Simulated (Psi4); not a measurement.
**Si3H8 (trisilane) at BHLYP/6-31G(d) (spherical functions)**

What is the vertical singlet–triplet gap of Si3H8 (trisilane) at BHLYP/6-31G* (spherical functions)? 

The calculation is run with Psi4 1.11.

### Step 1. Starting point

Si3H8: 11 atoms, total charge 0, spin state singlet. As SMILES, `[SiH3][SiH2][SiH3]`. The coordinates come from a PBE0-D4/def2-TZVP relaxation.

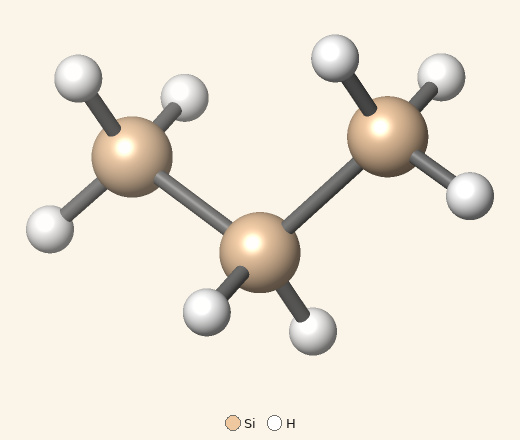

Viewed from a chosen angle; silicon light orange, hydrogen white.

### Step 2. A single-point energy at BHLYP/6-31G(d) (spherical functions)

input.in reads:

```
memory 2200 mb

molecule {
  0 1
  Si
  Si 1 2.338317
  Si 2 2.338307 1 110.38789
  H 1 1.487629 2 111.23392 3 179.99075
  H 1 1.487755 4 108.71795 2 121.00163
  H 1 1.487749 4 108.71749 5 117.98517
  H 2 1.490174 3 109.57709 1 120.7585
  H 2 1.490176 7 108.11022 1 119.37557
  H 3 1.487758 2 109.78916 7 -179.46986
  H 3 1.487756 9 108.53752 2 120.00969
  H 3 1.487625 10 108.71757 9 -118.09868
  units angstrom
  symmetry c1
  no_reorient
  no_com
}

set basis 6-31G*
set reference rks
set puream true
set e_convergence 1e-09
set d_convergence 1e-08
set scf_type pk
set dft_radial_points 99
set dft_spherical_points 590

energy("bhhlyp")
print_variables()
```

Command:

```bash
$ psi4 input.in input.out -n 1
```

input.out:

```text
[...]
  Running in c1 symmetry.
[...]
  Nuclear repulsion =  193.117816004101229
[...]
  Multiplicity = 1
[...]
  Nalpha       = 25
  Nbeta        = 25
[...]
    Number of basis functions: 70
[...]
   @RKS iter   1:  -873.16631614353969   -6.88294e-01   2.80520e-03 DIIS/ADIIS
[...]
   @RKS iter   9:  -873.20522202685481   -3.75167e-12   2.61668e-09 DIIS
[...]
    Orbital Energies [Eh]
    ---------------------
    Doubly Occupied:
       1A    -67.128204     2A    -67.128195     3A    -67.123659
       4A     -5.603613     5A     -5.603600     6A     -5.599838
       7A     -3.865862     8A     -3.865858     9A     -3.865845
      10A     -3.865840    11A     -3.865703    12A     -3.865690
      13A     -3.862110    14A     -3.861890    15A     -3.861808
      16A     -0.659871    17A     -0.612662    18A     -0.557989
      19A     -0.430458    20A     -0.418259    21A     -0.408194
      22A     -0.407584    23A     -0.393558    24A     -0.358065
      25A     -0.328076
[...]
  @RKS Final Energy:  -873.20522202685481
   => Energetics <=
    Nuclear Repulsion Energy =            193.1178160041012291
    One-Electron Energy =               -1593.3823556071911298
    Two-Electron Energy =                 560.8520176741893692
    DFT Exchange-Correlation Energy =     -33.7927000979544161
    Empirical Dispersion Energy =           0.0000000000000000
    VV10 Nonlocal Energy =                  0.0000000000000000
    Total Energy =                       -873.2052220268548126
[...]
 Multipole Moments:
 ------------------------------------------------------------------------------------
     Multipole            Electronic (a.u.)      Nuclear  (a.u.)        Total (a.u.)
 ------------------------------------------------------------------------------------
 L = 1.  Multiply by 2.5417464519 to convert [e a0] to [Debye]
 Dipole X            :          0.0002939           -0.0002493            0.0000446
 Dipole Y            :          0.6984924           -0.6689757            0.0295167
 Dipole Z            :          0.4855800           -0.4650621            0.0205179
 Magnitude           :                                                    0.0359474
[...]
```

Wall time 14 s (1 thread of AMD EPYC 7R43 (Zen 3), shared host); peak memory 1.3 GiB.

### Step 3. The triplet

calc.in reads:

```
memory 2200 mb

molecule molecule1 {
  0 3
  Si    -1.292570     1.366730    -0.525270
  Si    -0.462570    -0.807300    -0.296320
  Si     1.631930    -0.774400     0.742750
  H     -2.625850     1.367720    -1.185120
  H     -0.354030     2.180440    -1.344070
  H     -1.422540     2.000090     0.814640
  H     -0.343400    -1.440160    -1.640160
  H     -1.410380    -1.620800     0.516390
  H      1.515950    -0.154940     2.090430
  H      2.583820     0.031780    -0.068050
  H      2.179610    -2.149160     0.894770
  symmetry c1
  no_reorient
  no_com
}

set basis 6-31G*
set reference uks
set puream true
set e_convergence 1e-09
set d_convergence 1e-08
set scf_type pk
set dft_radial_points 99
set dft_spherical_points 590
set maxiter 100

energy("bhhlyp")
```

Command:

```bash
$ psi4 -n 1 calc.in calc.out
```

calc.out:

```text
[...]
  Running in c1 symmetry.
[...]
  Nuclear repulsion =  193.117837117706443
[...]
  Multiplicity = 3
[...]
  Nalpha       = 26
  Nbeta        = 24
[...]
    Number of basis functions: 70
[...]
   @UKS iter   1:  -872.92930985294367   -4.51287e-01   2.58290e-03 ADIIS/DIIS
[...]
   @UKS iter  14:  -872.96662124816964   -8.29914e-12   9.79830e-09 DIIS
[...]
   @S^2 Observed:                2.005468794E+00
[...]
    Orbital Energies [Eh]
    ---------------------
    Alpha Occupied:
       1A    -67.160198     2A    -67.147568     3A    -67.147558
       4A     -5.634219     5A     -5.621933     6A     -5.621920
       7A     -3.902237     8A     -3.893960     9A     -3.893841
      10A     -3.887953    11A     -3.887947    12A     -3.882325
      13A     -3.882324    14A     -3.882322    15A     -3.882318
      16A     -0.694999    17A     -0.635282    18A     -0.577833
      19A     -0.446443    20A     -0.436619    21A     -0.422672
      22A     -0.418018    23A     -0.406841    24A     -0.387357
      25A     -0.380739    26A     -0.089806
    Alpha Virtual:
[...]
  @UKS Final Energy:  -872.96662124816964
   => Energetics <=
    Nuclear Repulsion Energy =            193.1178371177064435
    One-Electron Energy =               -1592.2707553926948094
    Two-Electron Energy =                 559.9543746494750849
    DFT Exchange-Correlation Energy =     -33.7680776226563282
    Empirical Dispersion Energy =           0.0000000000000000
    VV10 Nonlocal Energy =                  0.0000000000000000
    Total Energy =                       -872.9666212481696448
[...]
 Multipole Moments:
 ------------------------------------------------------------------------------------
     Multipole            Electronic (a.u.)      Nuclear  (a.u.)        Total (a.u.)
 ------------------------------------------------------------------------------------
 L = 1.  Multiply by 2.5417464519 to convert [e a0] to [Debye]
 Dipole X            :          3.0197423           -3.0268877           -0.0071454
 Dipole Y            :          5.2684632           -5.2810475           -0.0125843
 Dipole Z            :          1.9320164           -1.9368370           -0.0048206
 Magnitude           :                                                    0.0152532
[...]
```

Wall time 29 s (1 thread of AMD EPYC 7R43 (Zen 3), shared host); peak memory 1.3 GiB.

### Step 4. Summary of results

Level: BHLYP/6-31G* (spherical functions).

```
                                        quantity          value
                           singlet: total energy  -873.20522 Eh
                          singlet: dipole moment         0.09 D
                            singlet: HOMO energy       -8.93 eV
                            singlet: LUMO energy        1.08 eV
                          singlet: HOMO–LUMO gap       10.00 eV
                           triplet: total energy  -872.96662 Eh
                          triplet: dipole moment         0.04 D
     triplet: HOMO energy (highest over α and β)       -2.44 eV
                                   triplet: ⟨S²⟩          2.005
vertical energy of the triplet above the singlet       6.493 eV
```

In words: At this shape the triplet lies 6.49 eV (150 kcal/mol) above the singlet.
